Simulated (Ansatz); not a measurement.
# RbLi2V: relaxing a made-up structure, part 2 of 2

This structure for RbLi2V is made up. Its elements were placed in a known structure type with a cell scaled to their sizes. What cell does the guess relax to, and how far off was it?

Ansatz 0.2.0; DFT, PBEsol, plane-wave PAW, files of the set soft_1, scalar-relativistic, ferromagnetic start, cell and ions relaxed at zero pressure; PAW set soft_1 (the session's first sound run).

So far, absolute magnetization (μB): step 2 (relaxation of the guess) 9.40. The relaxed cell has a = 5.692, c = 8.613 Å (conventional setting).

In doubt: warnings of the run leave room for a lower electronic state, so energies may not be the lowest and differences between runs may mislead.

### Step 3. Electronic structure of the relaxed cell

A second self-consistent run takes a narrower smearing and the mesh shown in its input; the bands follow along the standard path of the relaxed lattice.

This step: DFT, PBEsol, plane-wave PAW, files of the set soft_1, scalar-relativistic, ferromagnetic start, bands and density of states at the relaxed cell; PAW set soft_1 (Ansatz 0.2.0).

File input.yaml:

```yaml
crystal:
  lattice:
    - [5.6917558332, 0.0, 0.0]
    - [-2.8458779166, 4.9292051437, 0.0]
    - [0.0, 0.0, 8.6129602277]
  atoms:
    - { symbol: Rb, position: [0.0, 0.0, 0.75] }
    - { symbol: Rb, position: [0.0, 0.0, 0.25] }
    - { symbol: V, position: [0.6666666667, 0.3333333333, 0.75], spin: 3.2 }
    - { symbol: V, position: [0.3333333333, 0.6666666667, 0.25], spin: 3.2 }
    - { symbol: Li, position: [0.6666666667, 0.3333333333, 0.4213313526] }
    - { symbol: Li, position: [0.3333333333, 0.6666666667, 0.9213313526] }
    - { symbol: Li, position: [0.6666666667, 0.3333333333, 0.0786686474] }
    - { symbol: Li, position: [0.3333333333, 0.6666666667, 0.5786686474] }
magnetization:
  spin_polarized: true
kpoints:
  mp_grid: { grid: [6, 6, 4] }
  band_path:
    path:
      - [[0.0, 0.0, 0.0], [0.5, 0.0, 0.0], [0.33333333, 0.33333333, 0.0], [0.0, 0.0, 0.0], [0.0, 0.0, 0.5], [0.5, 0.0, 0.5], [0.33333333, 0.33333333, 0.5], [0.0, 0.0, 0.5]]
      - [[0.5, 0.0, 0.5], [0.5, 0.0, 0.0]]
      - [[0.33333333, 0.33333333, 0.0], [0.33333333, 0.33333333, 0.5]]
    npoints: 8
scf:
  occupations: { method: fermi_dirac, width: 0.03 }
  n_extra_bands: 16
hamiltonian:
  xc: pbesol
  pseudopotentials: { kind: paw, azcp: { folder: soft_1 }, xc_functional: pbe }
output:
  forces: true
  stress: true
  write_bands: true
  dos: { projected: true }
  write_density: true
  write_potential: true
  elf: true
  volumetric_format: npy
```

Command:

```bash
$ ansatz run input.yaml --threads 4 --pin off --max-ram 10240MiB --backend cpu --events-out ev --progress --plain --runs-dir out
```

Numbers of over 12 decimals in the logs are rounded to 6 here.

Log:

```text
Warning: where an SCF of this run starts from atoms to list the orders of its open shells, V (sites 2, 3, from 0) starts with 3.00 μB on its 3d shell, in the place of the 3.20 μB that the deck gives it: its open shells can hold no more by Hund's first rule. To start from spheres of the given moment, type scf.initial_density.shell_occupations: []
[...]
Crystal: 8 atoms, lattice volume = 241.644 Å³
Basis set: ecut = 420 eV, 4709 PW (Γ), exchange–correlation on 80×80×120 points (8 copies of the dense FFT grid, shifted against one another)
Bands: 44, of which v1, the nominal top of the filled ones, is band 28 counted from 1 (27 counted from 0)
Symmetry: 24 space group operations
[...]
k-points: 21 of 144
[...]
Starting moments: Σ|m| = 6.4 μB on 2 of 8 sites
[...]
SCF iter  12: F=-13008.842967 eV  HF=-13008.842967 eV  |F-HF|=2.34e-9  |Δ(HF+E_count)|=   1.62e-8  Δρ=7.58e-7 (↑7.58e-7 ↓5.05e-7)  dr2=5.14e-9  dr2_m=4.42e-10  M=9.539 μB ∫|m|=9.539 μB  ethr=6.82e-11  ⟨swp⟩=11.7  Hψ=11302  notcnv=0
SCF 1 converged in 12 iterations: F = -13008.842967 eV  dr2 = 5.14e-9
[...]
NSCF: frozen V_eff on 75 k-points
SCF converged after 12 iterations
Magnetization: 9.5385 μB (32.7693 up, 23.2307 down)
Absolute magnetization: 9.5385 μB (∫|ρ↑−ρ↓|, with the PAW one-centre terms)
[...]
Per-site moments (μB) at R_I (Å): [(0.079647, 1.355531), (0.079647, 1.355531), (3.196610, 1.167709), (3.196610, 1.167709), (0.081226, 1.167709), (0.081226, 1.167709), (0.081226, 1.167709), (0.081226, 1.167709)]
Free energy (F): -13008.842967 eV
[...]
Internal energy: -13008.817753 eV  (E = F + TS)
E sigma→0 (E₀):  -13008.830360 eV
Entropy (-TS):   -0.025214 eV (-3.152 meV/atom)
Fermi energy:    3.637257 eV
[...]
--- Forces (eV/Å), atoms counted from 1 ---
  atom   1  Rb    -0.00000000    -0.00000000     0.00000000
  atom   2  Rb    -0.00000000     0.00000000     0.00000000
  atom   3  V     -0.00000000     0.00000000     0.00000000
  atom   4  V     -0.00000000    -0.00000000     0.00000000
  atom   5  Li    -0.00000000     0.00000000    -0.00156152
  atom   6  Li     0.00000000    -0.00000000    -0.00156152
  atom   7  Li    -0.00000000     0.00000000     0.00156152
  atom   8  Li     0.00000000    -0.00000000     0.00156152
  max |Σ_I F_I| component: 2.08e-17 eV/Å
--- Stress (GPa, compression-positive) ---
        0.038443       0.000000       0.000000
        0.000000       0.038443       0.000000
        0.000000       0.000000      -0.115092
  P = ⅓ Tr σ = -0.0127 GPa (-0.127 kbar)
--- Band table (eV; the first three rows and the last of 42) ---
  k-point 0 ↑: bands = [... 24 lower, 3.2489, 3.2489, 3.2502, 3.2594, 3.2594, 3.4330, 3.4330, 3.4883, ... 12 higher]
  k-point 1 ↑: bands = [... 24 lower, 3.2108, 3.2108, 3.2120, 3.2120, 3.4698, 3.4861, 3.4861, 3.5391, ... 12 higher]
  k-point 2 ↑: bands = [... 24 lower, 3.1807, 3.1807, 3.1807, 3.1807, 3.5506, 3.5506, 3.5506, 3.5506, ... 12 higher]
  k-point 20 ↓: bands = [... 24 lower, 3.7443, 3.7443, 4.9824, 4.9824, 5.5240, 5.5240, 5.9779, 5.9779, ... 12 higher]
```

Run time: 14 s. Hardware: 4 threads of AMD EPYC 7B13 (Zen 3), shared host; peak memory 1.1 GiB; 53 s of CPU time.

Reading the cycles: dr2 is the Hartree energy of the density residual (eV), the measure of convergence; HF is the Harris–Foulkes estimate of the energy, which meets the free energy F at convergence.

This step gave:

```
free energy             : -13008.8430 eV
energy at zero smearing : -13008.8304 eV
smearing term TS        : 0.02521 eV
Fermi energy            : 3.637 eV
magnetization           : 9.539 μB
absolute magnetization  : 9.539 μB
site moments            : 0.07965, 0.07965, 3.197, 3.197, 0.08123, 0.08123, 0.08123, 0.08123 μB
pressure                : -0.01274 GPa
```

From bands.tsv, the bands that come nearest the Fermi level along the path, at its corners, in eV from the Fermi level:

```
point  band_28_up  band_30_up  band_31_up  band_32_up  band_33_up  band_22_dn  band_23_dn  band_24_dn
    Γ       -0.38       -0.20       -0.15       -0.15        0.77       -0.52        0.97        0.97
    M       -0.35       -0.24       -0.22       -0.07        0.12       -0.16        0.21        0.27
    K       -0.26       -0.19       -0.19       -0.01        0.52       -0.42        0.12        0.12
    Γ       -0.38       -0.20       -0.15       -0.15        0.77       -0.52        0.97        0.97
    A       -0.09       -0.09       -0.09        0.65        0.65        0.79        0.79        1.20
    L       -0.30       -0.19       -0.19       -0.10       -0.10       -0.71       -0.71        1.02
    H       -0.21       -0.21       -0.21       -0.07       -0.07       -0.52       -0.52        0.11
    A       -0.09       -0.09       -0.09        0.65        0.65        0.79        0.79        1.20
    L       -0.30       -0.19       -0.19       -0.10       -0.10       -0.71       -0.71        1.02
    M       -0.35       -0.24       -0.22       -0.07        0.12       -0.16        0.21        0.27
    K       -0.26       -0.19       -0.19       -0.01        0.52       -0.42        0.12        0.12
    H       -0.21       -0.21       -0.21       -0.07       -0.07       -0.52       -0.52        0.11
```

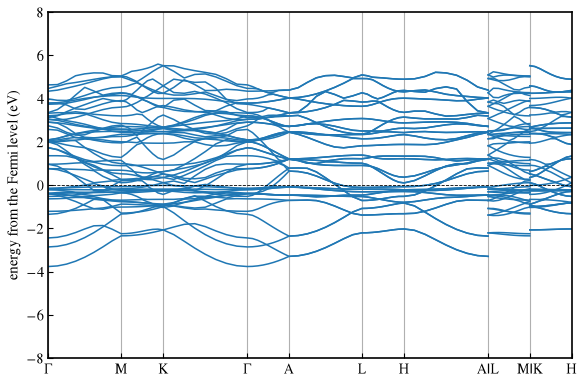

Bands along the path. 40 bands lie wholly below the window drawn.

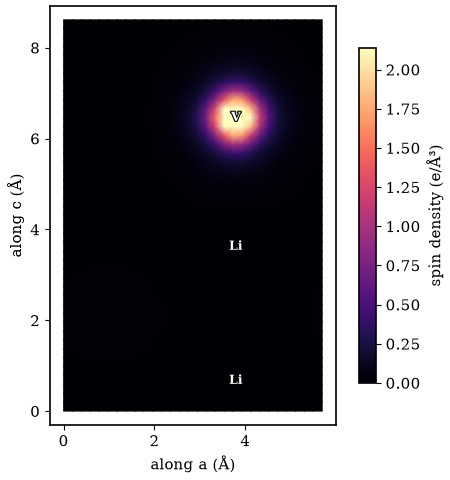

Spin density in the ac plane at fractional y = 0.333, with atoms of V and Li within 0.2 Å of it.

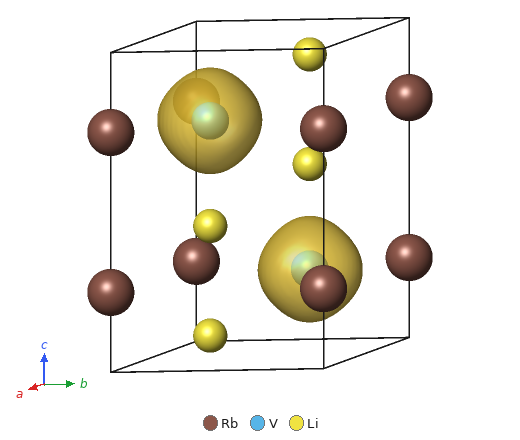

Surface of spin density = 0.065 e/Å³, which holds about 70 % of the integral of its size.

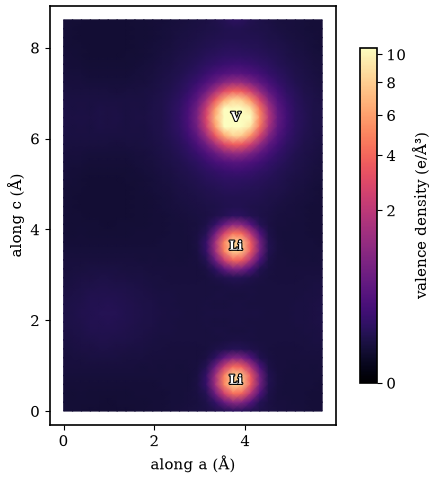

Valence density in the ac plane at fractional y = 0.333, with atoms of V and Li within 0.2 Å of it. It is the smooth field of the valence electrons, not physical close to the nuclei. The colour scale is stretched toward low values.

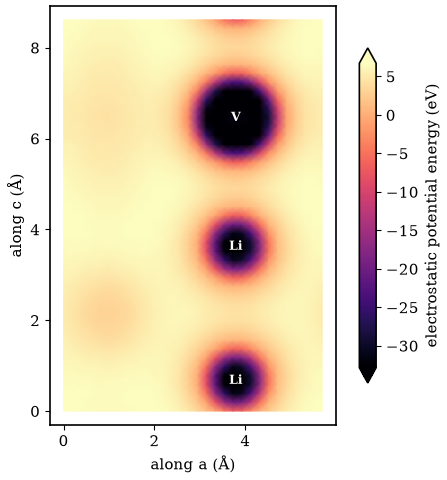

Electrostatic potential energy in the ac plane at fractional y = 0.333, with atoms of V and Li within 0.2 Å of it. With pseudopotentials it is smooth inside the atoms' cores, unlike the true potential.

### Step 4. Results

```
space group, relaxed : P6_3/mmc
conventional cell    : a = 5.692, b = 5.692, c = 8.613 Å; α = 90.0°, β = 90.0°, γ = 120.0°
volume per atom      : 30.21 Å³ (guess 28.60)
total moment         : 9.40 μB in the cell of 8 atoms
```

What this shows: RbLi2V relaxes to P6_3/mmc with a = 5.692, b = 5.692 and c = 8.613 Å. The guessed volume was 5 % too small. The space group P6_3/mmc was held in the relaxation, so the end point is a stationary structure within it and may be a saddle against distortions or other arrangements. The input starts from parallel moments, and no other start was typed. The electronic state may lie above the lowest one. Bands cross the Fermi level, so it is a metal or semimetal at this level. On the 6×6×4 mesh with the narrower smearing (relaxed on 6×6×3) the largest force component is 0.002 eV/Å and the largest stress component is 0.115 GPa, against the relaxation's thresholds of 0.015 eV/Å and 0.05 GPa. The cutoff wasn't tested. A vector of the cell changed its length by 9 %, more than the volume shows. No dispersion term is used, so weakly bound directions may come out too long. The program estimates, without running it, that another magnetic order lies lower than the one relaxed here. Nothing here tests whether the compound is stable against decomposition.

[Logs are printed without paths, hosts, clocks, repeated set-up lines and the standing remarks that a program may print on its own settings, such as how far it seeks lower states.]

[Hosts, paths, dates, database ids (printed as entryN), source tags and the programs' standing remarks are cut or masked in the printed files.]
